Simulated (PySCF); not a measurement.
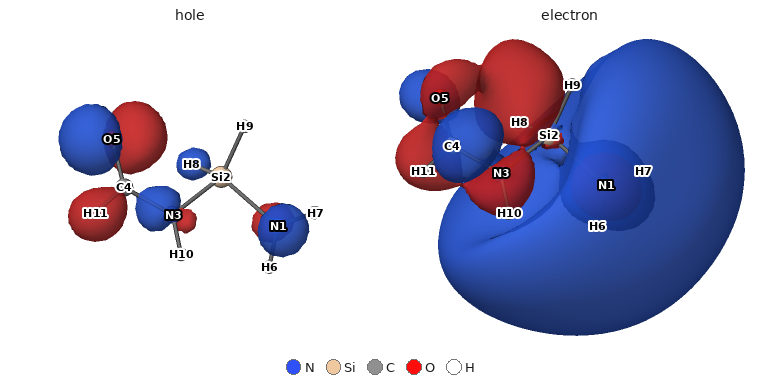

Figure. CH$_{6}$N$_{2}$OSi, SMILES `N[SiH2]NC=O`. Leading natural transition orbital pair of S₁ (TDA singlet states); the surfaces enclose about 78 % of each orbital's density.

Level of theory: PBE/6-311+G** (PySCF), at a geometry from GFN2-xTB. No frequency check shows the geometry to be a minimum.

Input script:

```python
import numpy as np
from pyscf import gto, scf, dft, tdscf
from pyscf.scf import atom_ks, atom_hf
from scipy.linalg import block_diag

def solve(mol, dm0=None, hcore=None):
    mf = (dft.UKS if mol.spin else dft.RKS)(mol, xc='pbe')
    mf.grids.level = 3
    mf = mf.density_fit(auxbasis='def2-universal-jkfit')
    mf.conv_tol, mf.max_cycle = 1e-8, 80
    if hcore is not None:
        mf.get_hcore = lambda *args: hcore
    mf.kernel(dm0)
    if not mf.converged:
        mf = mf.newton().run(mf.mo_coeff, mf.mo_occ, max_cycle=30)
    assert mf.converged, 'SCF not converged'
    return mf

mol = gto.M(atom='''
N      2.23050    -0.33347     0.07333
Si     0.73705     0.52560    -0.02346
N     -0.40714    -0.80948     0.00125
C     -1.70941    -0.50269     0.02179
O     -2.11374     0.63387    -0.00453
H      2.42550    -1.06112    -0.59674
H      3.06480     0.20750     0.22542
H      0.48563     1.28674    -1.24744
H      0.63452     1.30409     1.20252
H     -0.13474    -1.77613     0.06801
H     -2.39158    -1.37360     0.06017
''', basis='6-311+g**', charge=0, spin=0, verbose=4)
mf = solve(mol)
td = mf.TDA()
td.nstates, td.singlet, td.conv_tol = 6, True, 1e-5
td.kernel()
td.analyze()
x, y = np.array([p[0] for p in td.xy]), np.array([p[1] + 0 * p[0] for p in td.xy])
f, mu = td.oscillator_strength(), td.transition_dipole()
nto = [td.get_nto(state=i + 1, verbose=4) for i in range(len(td.e))]
# spherically averaged free atoms, for the promolecule
atm = atom_ks.get_atm_nrks(mol, xc='pbe')
pro = block_diag(*[(atm[a[0]][2] * atm[a[0]][3]) @ atm[a[0]][2].T for a in mol._atom])
np.savez('result.npz', e=td.e, f=f, ok=td.converged, w=[n[0] for n in nto], nto=[n[1] for n in nto], x=x, y=y, c=mf.mo_coeff, occ=mf.mo_occ, eps=mf.mo_energy, pro=pro, mu=mu)
```

Run with:

```sh
OMP_NUM_THREADS=1 python input.py
```

The run took 3.2 min on 1 thread of Arm Neoverse V1, with other jobs on the host, peak memory 0.71 GiB.

Question: Give its energy and the atoms that hole and electron lie on.

Answer: 5.19 eV (239 nm), f = 0.005, partly diffuse acceptor orbital; the leading pair carries 100 %; hole on O5 (57 %), C4 (10 %) and N1 (10 %), electron on Si2 (26 %), H6 (18 %) and H7 (15 %) (atom shares of so diffuse an orbital are rough); their centroids lie 3.3 Å apart. In canonical orbitals it is mainly HOMO → LUMO (89 %). The HOMO–LUMO gap is 5.14 eV.
